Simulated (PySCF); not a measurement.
C₄H₁₁FSi (TMS-CH2F)

Input

```
{"job": {"kind": "nmr", "xc": "PBE0", "basis": "pcSseg-1"}, "charge": 0, "multiplicity": 1}
C     -0.657004    -1.804572     0.210561
Si    -0.016283    -0.051669    -0.028757
C     -1.162232     0.949332    -1.128914
C      1.722327    -0.052286    -0.737498
C      0.062169     0.829107     1.659722
F      0.555273     2.113591     1.463193
H     -0.716240    -2.323450    -0.759787
H      0.007318    -2.393436     0.862664
H     -1.665415    -1.812012     0.653708
H     -0.829104     1.998631    -1.156487
H     -1.169630     0.565372    -2.161219
H     -2.197625     0.933415    -0.753288
H      2.113161     0.976835    -0.764831
H      1.741007    -0.453457    -1.763104
H      2.407704    -0.657567    -0.123330
H     -0.932949     0.903300     2.135341
H      0.723515     0.302925     2.372215
```

Launched as:

```sh
OMP_NUM_THREADS=1 python probes_run.py task.json out
```

Geometry: PBE0-D3(BJ)/def2-SVP.

Level of theory: PySCF, PBE0/pcSseg-1, SCF density, gas phase, non-relativistic.

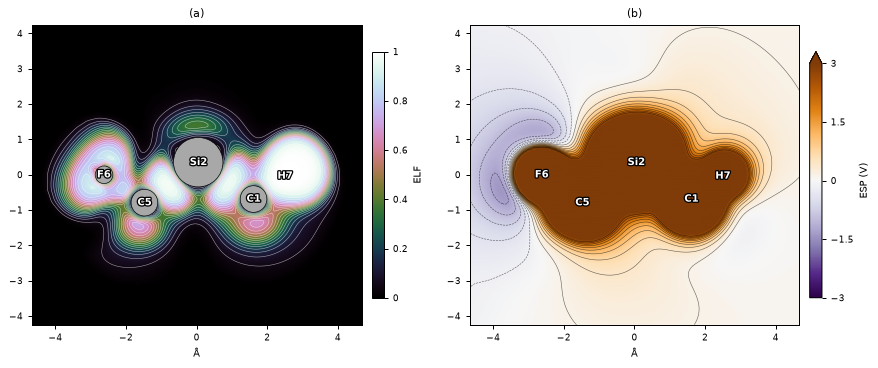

Figure 1. (a) ELF; (b) molecular electrostatic potential on the plane of atoms Si2, C5 and F6. Grey discs cover the atomic cores in the ELF map.

> Read the bonding off the picture.

- The section cuts through C, Si, F and H sites.
- C–F (1.39 Å): the ELF peaks at about 0.80 between the atoms; a polar covalent bond.
- C–Si (1.88 Å): the ELF peaks at about 0.95 between the atoms: a covalent bond.
- C–H (1.10 Å): the ELF climbs to about 1 towards the hydrogen, as it does in any bond to H; an ordinary covalent bond to hydrogen.
- The ELF also peaks beside F6, away from the bonds: lone-pair regions.
- Outside the dense part of the molecule the potential is most negative (−1.4 V) near F6.

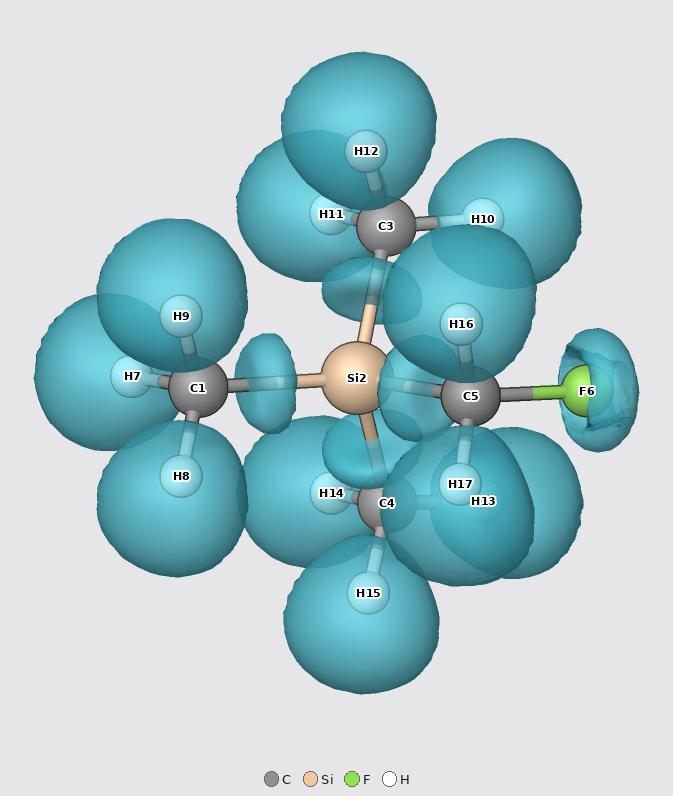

Figure 2. Isosurface of the ELF at 0.85 (cyan), seen at a tilt. Core shells and regions of very low density are left out.

> What do the ELF domains correspond to?

At this value the surface marks out four regions between bonded C–Si atoms (shared pairs), eleven regions around hydrogen nuclei and one region wrapped around F (its lone pairs, merged into a ring or cap).

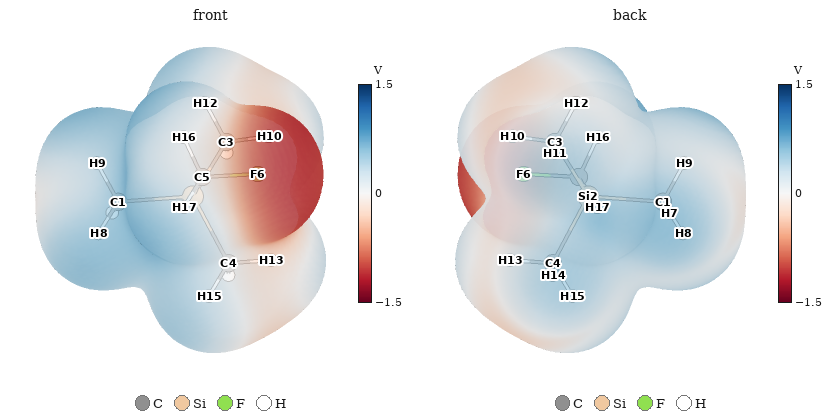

Figure 3. The molecular electrostatic potential painted on the density surface at 0.001 e/bohr³, seen from the front and from behind; red is negative and blue positive.

> Where is the surface potential most negative and most positive?

The most negative region (about −1.1 V) lies over F6, the most positive (about +0.7 V) over Si2, C5, H16 and H17.

> What dipole moment does the calculation give?

Its dipole moment is 1.92 D.
